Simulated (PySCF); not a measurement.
# C5H9ClOSi (SMILES CCOC1=C[SiH2][C@H]1Cl): what the fields show

Input

```
{"job": {"kind": "uv", "xc": "wB97X-D", "basis": "def2-SVPD", "nstates": 8, "ntriplets": 3}, "charge": 0, "multiplicity": 1}
C      2.836042    -0.054330     0.917258
C      1.552857    -0.375155     0.169373
O      0.584085     0.601425     0.529907
C     -0.669799     0.461505     0.099388
C     -1.708643     1.291142     0.344885
Si    -2.952046     0.300739    -0.631684
C     -1.258308    -0.653039    -0.717552
Cl    -0.524315    -0.806727    -2.347395
H      2.665253    -0.091836     1.989909
H      3.176603     0.943796     0.656045
H      3.605745    -0.773675     0.652676
H      1.193341    -1.376794     0.436078
H      1.723967    -0.344951    -0.912844
H     -1.676409     2.186164     0.939251
H     -3.384772     0.784839    -1.937479
H     -4.001481    -0.443185     0.062502
H     -1.169117    -1.637889    -0.260226
```

Launched as:

```sh
OMP_NUM_THREADS=1 python probes_run.py task.json out
```

Geometry: GFN2-xTB.

Level of theory: wB97X-D/def2-SVPD, SCF density, gas phase (PySCF 2.14.0).

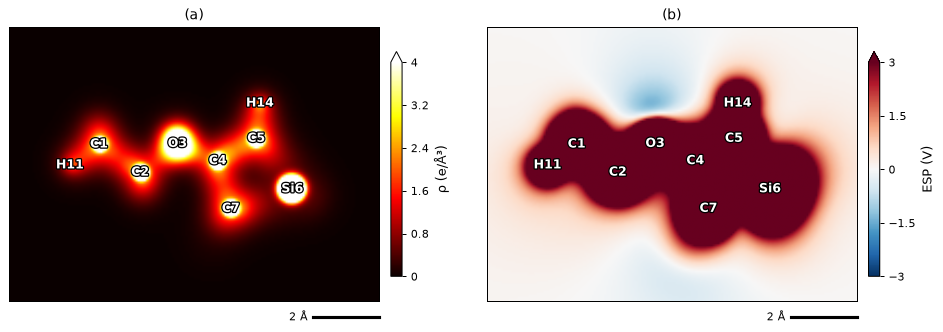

Figure 1. (a) electron density; (b) electrostatic potential on the plane of atoms C2, O3 and C4.

**Interpret the plot.**

- Atoms in the plane: C, O, Si and H.
- C–O (1.33 Å): ρ is about 2.5 e/Å³ halfway.
- C–C (1.35 Å): ρ at the midpoint is about 2.2 e/Å³.
- C–Si (1.87 Å): ρ at the midpoint is about 0.92 e/Å³.
- C–H (1.07 Å): ρ at the midpoint is about 2 e/Å³.
- C–O (1.42 Å): ρ at the midpoint is about 2 e/Å³, with its minimum of 1.6 e/Å³ about 0.5 Å from C.
- Outside the dense part of the molecule the potential is most negative (−1.4 V) near O3.

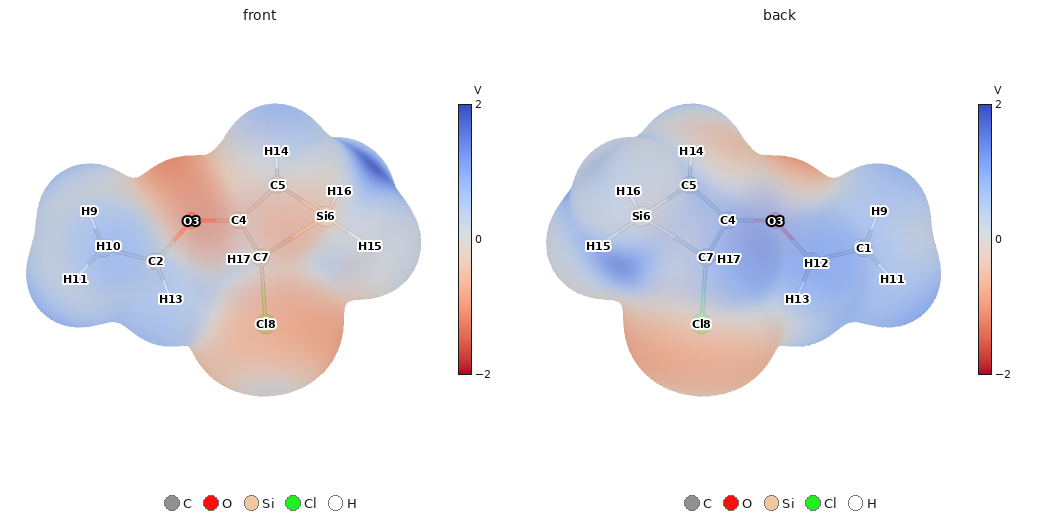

Figure 2. The molecular electrostatic potential painted on the density surface at 0.002 e/bohr³, seen from the front and from behind; red is negative and blue positive.

**Which sites attract a positive test charge, and which a negative one?**

A positive charge is drawn to the negative regions and a negative charge to the positive ones. The most negative region (about −1.1 V) lies over O3, the most positive (about +1.6 V) over Si6. O3 is the likeliest acceptor of a hydrogen bond.
